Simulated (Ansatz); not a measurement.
# PH+ (doublet): inputs that go wrong at distance P1–H2 = 1.955 Å

4 inputs are run for PH+ (doublet) as typed; the log has to tell whether the result can be used and what must change.

The runs use Ansatz 0.2.0, Gaussian basis; the settings change from run to run.

27 further runs of the same task are left out: 1 for a known fault of the program, 20 that didn't finish, 6 set aside as unsound or not needed.

### Step 1. The geometry

The geometry derives from a PBE0/def2-TZVP stationary point (not a proven minimum). One bond is set to the value named and the two fragments are kept rigid.

2 atoms, charge 1, spin multiplicity 2.

Atoms are counted from 1 here; the program's logs count them from 0.

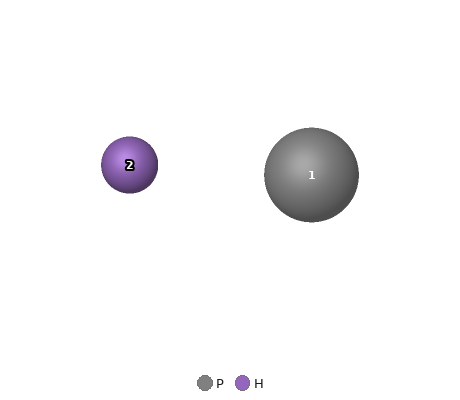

The geometry (phosphorus grey, hydrogen purple); atoms are numbered from 1 in the order of the file.

### Step 2. Attempt 1

in.yaml

```yaml
crystal:
  periodic: [false, false, false]
  atoms:
    - {symbol: P, position_ang: [0.000000, 0.000000, 0.000000]}
    - {symbol: H, position_ang: [0.000000, 0.000000, 3.694364]}
basis:
  gaussian: {orbitals: def2-mTZVP, point_charges: [{charge: -1.00, position_ang: [4.467, 0.253, -0.796]}]}
total_charge: 1
magnetization: {spin_polarized: false, initial_magnetization: 1}
hamiltonian: {xc: hf}
accuracy: high
output: {orbitals: {seedname: orbitals}}
```

On the command line:

```console
$ ansatz run in.yaml --threads 1 --pin off --events-out ev --progress --plain --max-ram 2393MiB
```

Output:

```text
Functional definition: HF
  name "HF"
  cite "Fock, Z. Phys. 61, 126 (1930) doi:10.1007/BF01340294"
  parent pbe
  exchange = exact_x
  correlation = 0
352 factors; integrals over basis functions are off by at most 3.2e-9 eV
mean field evaluation 1: about -9272.2257 eV, gradient 1.0e1 eV
mean field evaluation 2: about -9272.2268 eV, gradient 1.0e1 eV
mean field evaluation 4: about -9274.1923 eV, gradient 1.0e1 eV
mean field evaluation 8: about -9275.9122 eV, gradient 5.8e-1 eV
mean field evaluation 16: about -9275.9249 eV, gradient 6.2e-4 eV
mean field evaluation 32: about -9275.9460 eV, gradient 4.8e-2 eV
mean field evaluation 64: about -9275.0003 eV, gradient 4.6e0 eV
mean field evaluation 96: about -9275.9158 eV, gradient 6.4e-1 eV
mean field evaluation 128: about -9275.9136 eV, gradient 4.4e-1 eV
mean field evaluation 160: about -9275.9461 eV, gradient 6.4e-2 eV
mean field evaluation 192: about -9269.8328 eV, gradient 2.3e1 eV
mean field -9275.94602333 eV, -340.8847288953 hartree, gradient 2.8e-8 eV, S^2 0.750000; 4 other end points of the search recorded, 0 dependent functions left out
reference -9275.94602333 eV, -340.8847288953 hartree; 8, 7 occupied and 17, 18 virtual orbitals, 352 factors
Total energy: -9275.94602333 eV, -340.8847288953 hartree
```

It took 0.3 s on 1 thread of Arm Neoverse V1, shared host.

Diagnosis: The run converged, which proves nothing about the input. The coordinates are scaled by the bohr-ångström factor. The shortest distance is 3.69 Å, against 1.96 Å in the geometry of step 1. Its energy belongs to another geometry. To mend it, restore the coordinates in ångström.

### Step 3. Attempt 2

in.yaml

```yaml
crystal:
  periodic: [false, false, false]
  atoms:
    - {symbol: P, position_ang: [0.000000, 0.000000, 0.000000]}
    - {symbol: H, position_ang: [0.000000, 0.000000, 1.955000]}
basis:
  gaussian: {orbitals: def2-SVP}
total_charge: 1
magnetization: {spin_polarized: false, initial_magnetization: 1}
correlation: {method: ccsdtqp, electrons: valence}
scf: {lower_state_search: full}
```

Launched as before.

Output:

```text
Error: YAML parse error: error: line 10 column 23: unknown variant `ccsdtqp`, expected one of mp2, rpa, ccsd, ccsd_t, bccd, bccd_t, ccsdt, ccsdt_q, ccsdt_q_b, ccsdtq, fci, sc_nevpt2, fic_nevpt4_sd, fic_mrcisd_q, fic_mrcisd_q_relaxed
  --> <input>:10:23
   |
 8 | total_charge: 1
 9 | magnetization: {spin_polarized: false, initial_magnetization: 1}
10 | correlation: {method: ccsdtqp, electrons: valence}
   |                       ^ unknown variant `ccsdtqp`, expected one of mp2, rpa, ccsd, ccsd_t, bccd, bccd_t, ccsdt, ccsdt_q, ccsdt_q_b, ccsdtq, fci, sc_nevpt2, fic_nevpt4_sd, fic_mrcisd_q, fic_mrcisd_q_relaxed
11 | scf: {lower_state_search: full}
   |
```

It took 0.03 s on 1 thread of Arm Neoverse V1, shared host.

**Diagnosis.** The run was refused. The method's name isn't one that the program knows. Cure: name one from the list in the message.

### Step 4. Attempt 3

in.yaml

```yaml
crystal:
  periodic: [false, false, false]
  atoms:
    - {symbol: P, position_ang: [0.000000, 0.000000, 0.000000]}
    - {symbol: H, position_ang: [0.000000, 0.000000, 1.955000]}
basis:
  gaussian: {orbitals: "6-31++G**"}
total_charge: 1
magnetization: {spin_polarized: false, initial_magnetization: 1}
correlation: {method: sc_nevpt2, electrons: outside_noble_gas}
accuracy: high
```

The command is unchanged.

Output:

```text
Error: this correlation method needs an active space: name one as the reference
```

Wall time 0.03 s (1 thread of Arm Neoverse V1, shared host).

**Diagnosis.** The run was refused. This method needs an active space and has none. Fix: add an active_space block.

### Step 5. Attempt 4

in.yaml

```yaml
crystal:
  periodic: [false, false, false]
  atoms:
    - {symbol: P, position_ang: [0.000000, 0.000000, 0.000000]}
    - {symbol: H, position_ang: [0.000000, 0.000000, 1.955000]}
basis:
  gaussian: {orbitals: def2-TZVPP}
total_charge: 1
magnetization: {spin_polarized: false, initial_magnetization: 1}
correlation: {method: ccsdtq, electrons: all}
accuracy: high
output: {forces: true}
```

Launched as before.

Output:

```text
Functional definition: HF
  name "HF"
  cite "Fock, Z. Phys. 61, 126 (1930) doi:10.1007/BF01340294"
  parent pbe
  exchange = exact_x
  correlation = 0
698 factors; integrals over basis functions are off by at most 4.0e-9 eV
mean field evaluation 1: about -9275.4062 eV, gradient 5.9e0 eV
mean field evaluation 2: about -9275.4061 eV, gradient 5.9e0 eV
mean field evaluation 4: about -9275.5894 eV, gradient 3.6e-1 eV
mean field evaluation 8: about -9275.5900 eV, gradient 5.3e-4 eV
mean field evaluation 16: about -9275.5891 eV, gradient 3.5e-1 eV
mean field evaluation 32: about -9275.5900 eV, gradient 4.0e-8 eV
mean field evaluation 64: about -9273.2692 eV, gradient 1.0e-3 eV
mean field evaluation 96: about -9273.2692 eV, gradient 1.2e-3 eV
mean field -9275.59000161 eV, -340.8716453386 hartree, gradient 4.0e-8 eV, S^2 0.750000; 3 other end points of the search recorded, 0 dependent functions left out
mean field evaluation 128: about -9275.8366 eV, gradient 3.5e-4 eV
mean field evaluation 160: about -9275.8241 eV, gradient 2.3e-1 eV
determinant -9275.59000161 eV, -340.8716453386 hartree, with singles and doubles -9283.47348379 eV, -341.1613579648 hartree
determinant -9273.26917157 eV, -340.7863564075 hartree, with singles and doubles -9280.80053267 eV, -341.0631288231 hartree
reference -9275.59000161 eV, -340.8716453386 hartree; 8, 7 occupied and 48, 49 virtual orbitals, 698 factors
```

Wall time 99 s (1 thread of Arm Neoverse V1, shared host).

Diagnosis: The run was cut at its time limit. The job is too large for the time given. Cure: a smaller basis or space, or a lower level; a longer limit helps only where the log shows it near its end.

### Step 6. How the runs ended

```csv
attempt,level,ended,cause,time
1,HF/def2-mTZVP,converged,the coordinates are scaled by the bohr-ångström factor,0.3 s
2,'ccsdtqp'/def2-SVP,refused,the method's name isn't one that the program knows,0.03 s
3,'sc_nevpt2'/6-31++G**,refused,this method needs an active space and has none,0.03 s
4,CCSDTQ on ROHF/def2-TZVPP,cut at its time limit,the job is too large for the time given,99 s
```

1 converged, 2 refused, 1 cut at its time limit. The input that converges on a wrong geometry or spin is the dangerous one: no error points at it, so geometry and ⟨S²⟩ have to be checked.
